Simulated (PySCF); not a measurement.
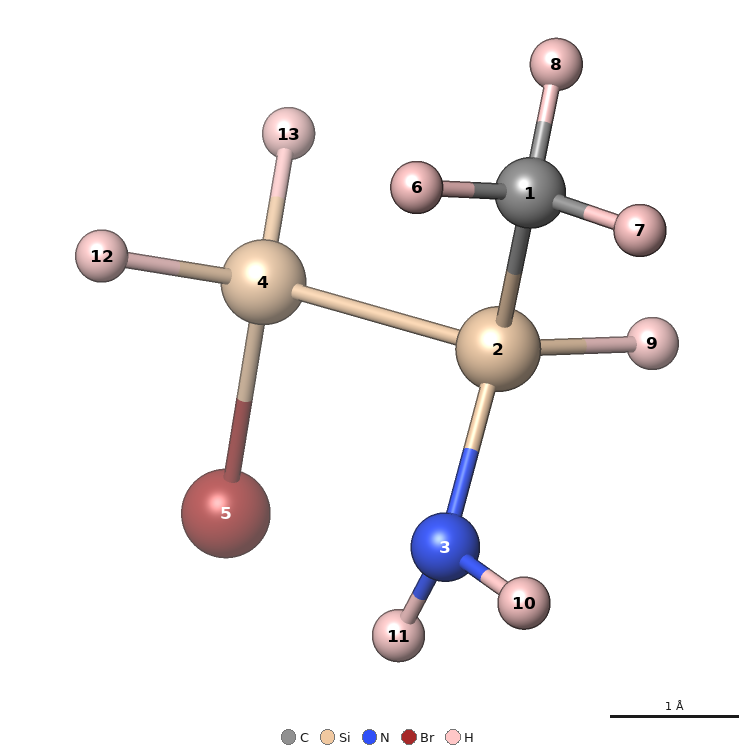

Orthographic view. Atoms fade into the background with distance from the viewer. The geometry was computed by an optimisation with PBE0-D3(BJ)/def2-SVP. No frequency run is at hand to confirm it as a minimum.

Write a MOL file (V2000) with the atoms in numerical order, bonds sorted by atom number with the orders drawn, and coordinates in the frame of the picture: x right, y up, z towards the viewer, origin at the mean position.

```
CH8BrNSi2
                    3D

 13 12  0  0  0  0  0  0  0  0999 V2000
    0.8200    1.1100    1.3400 C   0  0  0  0  0  0  0  0  0  0  0  0
    0.5700   -0.1200   -0.0500 Si  0  0  1  0  0  4  0  0  0  0  0  0
    0.1500   -1.6700    0.6000 N   0  0  0  0  0  0  0  0  0  0  0  0
   -1.2800    0.4000   -1.4100 Si  0  0  0  0  0  4  0  0  0  0  0  0
   -1.5700   -1.4100   -2.7100 Br  0  0  0  0  0  0  0  0  0  0  0  0
   -0.0700    1.1500    1.9900 H   0  0  0  0  0  0  0  0  0  0  0  0
    1.6800    0.8100    1.9700 H   0  0  0  0  0  0  0  0  0  0  0  0
    1.0200    2.1100    0.9500 H   0  0  0  0  0  0  0  0  0  0  0  0
    1.7700   -0.0800   -0.9500 H   0  0  0  0  0  0  0  0  0  0  0  0
    0.7700   -2.1100    1.2700 H   0  0  0  0  0  0  0  0  0  0  0  0
   -0.2200   -2.3700   -0.0500 H   0  0  0  0  0  0  0  0  0  0  0  0
   -2.5500    0.6100   -0.6400 H   0  0  0  0  0  0  0  0  0  0  0  0
   -1.0800    1.5700   -2.3200 H   0  0  0  0  0  0  0  0  0  0  0  0
  1  2  1  0
  1  6  1  0
  1  7  1  0
  1  8  1  0
  2  3  1  0
  2  4  1  0
  2  9  1  0
  3 10  1  0
  3 11  1  0
  4  5  1  0
  4 12  1  0
  4 13  1  0
M  END
```
